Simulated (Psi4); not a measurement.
# C2H2F2 (SMILES F/C=C\F) at mPW1K/jun-cc-pVTZ (density fitting)

What is the vertical electron affinity of C2H2F2 at mPW1K/jun-cc-pVTZ (density fitting)? 

The results are computed with Psi4 1.11.

1 further run of the same task is left out (it didn't finish).

### 1 The system as given

C2H2F2: 6 atoms, total charge 0, spin state singlet. As SMILES, `F/C=C\F`. The shape is that of a GFN2-xTB optimisation.

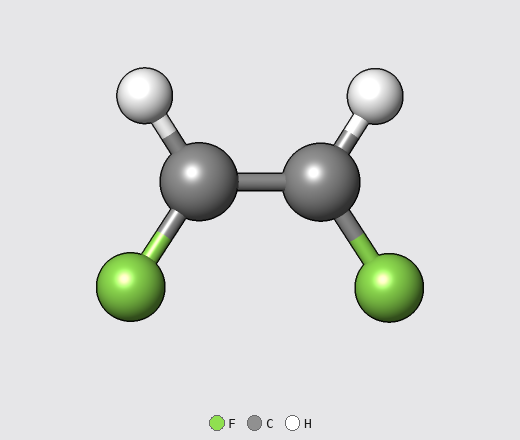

Viewed from a chosen angle; fluorine green, carbon grey, hydrogen white.

### 2 The energy at mPW1K/jun-cc-pVTZ (density fitting)

c2h2f2.xyz reads:

```xyz
6
C2H2F2
F      0.192360    -0.836360    -1.520840
C      0.405210     0.027280    -0.525710
C     -0.327390     0.076410     0.572410
F     -1.362570    -0.733090     0.808990
H      1.239650     0.687180    -0.705780
H     -0.147270     0.778580     1.370930
```

c2h2f2.py reads:

```python
import psi4

psi4.set_memory(1600000000)
psi4.set_num_threads(1)
psi4.set_output_file('c2h2f2.out', False)

with open('c2h2f2.xyz') as f:
    atoms = ''.join(f.readlines()[2:])
molecule = psi4.geometry('0 1\n' + atoms + '')

psi4.set_options(dict(reference='rks', scf_type='disk_df'))

result, w = psi4.energy('mpw1k/jun-cc-pVTZ', molecule=molecule, return_wfn=True)
print('E =', round(result, 9))
```

The run is started by

```
$ python c2h2f2.py
```

c2h2f2.out, shortened:

```text
[...]
  Running in c1 symmetry.
[...]
  Nuclear repulsion =  113.607617687594839
[...]
  Multiplicity = 1
[...]
  Nalpha       = 16
  Nbeta        = 16
[...]
    Number of basis functions: 184
[...]
   @DF-RKS iter   1:  -276.98752459948435   -4.68836e-01   2.35722e-03 ADIIS/DIIS
[...]
   @DF-RKS iter   7:  -277.06781467001167   -3.07745e-08   2.34620e-07 DIIS
[...]
    Orbital Energies [Eh]
    ---------------------
    Doubly Occupied:
       1A    -25.180843     2A    -25.180594     3A    -10.577327
       4A    -10.576116     5A     -1.379178     6A     -1.367201
       7A     -0.884946     8A     -0.714294     9A     -0.637700
      10A     -0.627907    11A     -0.569124    12A     -0.565373
      13A     -0.540598    14A     -0.487169    15A     -0.453324
      16A     -0.319173
[...]
  @DF-RKS Final Energy:  -277.06781467001167
   => Energetics <=
    Nuclear Repulsion Energy =            113.6076176875948391
    One-Electron Energy =                -607.6130156212150268
    Two-Electron Energy =                 236.0160241654457991
    DFT Exchange-Correlation Energy =     -19.0784409018372507
    Empirical Dispersion Energy =           0.0000000000000000
    VV10 Nonlocal Energy =                  0.0000000000000000
    Total Energy =                       -277.0678146700116713
[...]
 Multipole Moments:
 ------------------------------------------------------------------------------------
     Multipole            Electronic (a.u.)      Nuclear  (a.u.)        Total (a.u.)
 ------------------------------------------------------------------------------------
 L = 1.  Multiply by 2.5417464519 to convert [e a0] to [Debye]
 Dipole X            :         -1.6000705            2.1242819            0.5242114
 Dipole Y            :         -2.1471731            2.8496707            0.7024977
 Dipole Z            :         -0.9749650            1.2928243            0.3178593
 Magnitude           :                                                    0.9323814
[...]
```

On the terminal:

```text
E = -277.06781467
```

Run time: 12 s. Hardware: 1 thread of Intel Xeon Platinum 8488C (Sapphire Rapids), shared host; peak memory 0.89 GiB.

### 3 The doublet anion

input.json reads:

```json
{
 "schema_name": "qcschema_input",
 "schema_version": 1,
 "molecule": {
  "schema_name": "qcschema_molecule",
  "schema_version": 2,
  "symbols": ["F", "C", "C", "F", "H", "H"],
  "geometry": [0.36350772, -1.58049134, -2.87397108, 0.76573592, 0.05155173, -0.99344792, -0.61867744, 0.14439397, 1.08169813, -2.57488413, -1.38533932, 1.52876954, 2.34259899, 1.298582, -1.3337309, -0.27829997, 1.47130297, 2.59068224],
  "molecular_charge": -1,
  "molecular_multiplicity": 2
 },
 "driver": "energy",
 "model": {
  "method": "mpw1k",
  "basis": "jun-cc-pVTZ"
 },
 "keywords": {
  "reference": "uks",
  "scf_type": "disk_df"
 }
}
```

The run is started by

```
$ psi4 --qcschema input.json -n 1 --memory 1600MB
```

stdout, shortened:

```text
[...]
  Running in c1 symmetry.
[...]
  Nuclear repulsion =  113.607617739360023
[...]
  Multiplicity = 2
[...]
  Nalpha       = 17
  Nbeta        = 16
[...]
    Number of basis functions: 184
[...]
   @DF-UKS iter   1:  -276.72501072068633   -2.06322e-01   3.80793e-03 ADIIS/DIIS
[...]
   @DF-UKS iter   9:  -277.02850845678921   -3.77121e-07   4.01024e-07 DIIS
[...]
   @S^2 Observed:                7.500096154E-01
[...]
    Orbital Energies [Eh]
    ---------------------
    Alpha Occupied:
       1A    -25.058912     2A    -25.058681     3A    -10.451268
       4A    -10.450056     5A     -1.257442     6A     -1.245458
       7A     -0.760616     8A     -0.590956     9A     -0.513391
      10A     -0.505803    11A     -0.447637    12A     -0.441694
      13A     -0.419457    14A     -0.363699    15A     -0.329414
      16A     -0.195700    17A      0.061031
    Alpha Virtual:
      18A      0.099012    19A      0.134933    20A      0.146138
      21A      0.153698    22A      0.157349    23A      0.168486
      24A      0.186873    25A      0.235204    26A      0.243039
[...]
  @DF-UKS Final Energy:  -277.02850845678921
   => Energetics <=
    Nuclear Repulsion Energy =            113.6076177393600233
    One-Electron Energy =                -611.5032503998538687
    Two-Electron Energy =                 239.9999672119817262
    DFT Exchange-Correlation Energy =     -19.1328430082771348
    Empirical Dispersion Energy =           0.0000000000000000
    VV10 Nonlocal Energy =                  0.0000000000000000
    Total Energy =                       -277.0285084567892113
[...]
 Multipole Moments:
 ------------------------------------------------------------------------------------
     Multipole            Electronic (a.u.)      Nuclear  (a.u.)        Total (a.u.)
 ------------------------------------------------------------------------------------
 L = 1.  Multiply by 2.5417464519 to convert [e a0] to [Debye]
 Dipole X            :         -3.0770268            2.1242819           -0.9527448
 Dipole Y            :         -4.1257576            2.8496707           -1.2760869
 Dipole Z            :         -1.8702708            1.2928243           -0.5774465
 Magnitude           :                                                    1.6939790
[...]
```

The result, in JSON:

```text
{
 "driver": "energy",
 "model": {
  "method": "mpw1k",
  "basis": "jun-cc-pVTZ"
 },
 "success": true,
 "return_result": -277.0285084567892,
 "properties": {
  "calcinfo_nbasis": 184,
  "calcinfo_nmo": 184,
  "calcinfo_nalpha": 17,
  "calcinfo_nbeta": 16,
  "calcinfo_natom": 6,
  "nuclear_repulsion_energy": 113.60761773936002,
  "return_energy": -277.0285084567892,
  "scf_one_electron_energy": -611.5032503998539,
  "scf_two_electron_energy": 239.99996721198173,
  "scf_xc_energy": -19.132843008277135,
  "scf_dipole_moment": [-0.9527448214203709, -1.2760868678219555, -0.5774465178702604],
  "scf_total_energy": -277.0285084567892,
  "scf_iterations": 9
 }
}
```

It took 19 s on 1 thread of Intel Xeon Platinum 8488C (Sapphire Rapids), shared host; peak memory 0.89 GiB.

### 4 What came out

Level: mPW1K/jun-cc-pVTZ (density fitting).

| quantity | value |
| --- | --- |
| singlet C2H2F2: total energy | -277.06781 Eh |
| singlet C2H2F2: dipole moment | 2.37 D |
| singlet C2H2F2: HOMO energy | -8.69 eV |
| singlet C2H2F2: LUMO energy | 0.44 eV |
| singlet C2H2F2: HOMO–LUMO gap | 9.12 eV |
| doublet anion: total energy | -277.02851 Eh |
| doublet anion: HOMO energy (highest over α and β) | 1.66 eV |
| doublet anion: LUMO energy (lowest over α and β) | 2.69 eV |
| doublet anion: ⟨S²⟩ | 0.750 |
| vertical electron affinity (to the doublet anion) | -1.070 eV |

What this shows: The anion lies 1.07 eV (25 kcal/mol) above the neutral: the electron isn't bound at this level, and such a value depends on the basis. The HOMO (doublet anion) lies at positive energy, 1.66 eV; only total energies tell whether the electron is bound.
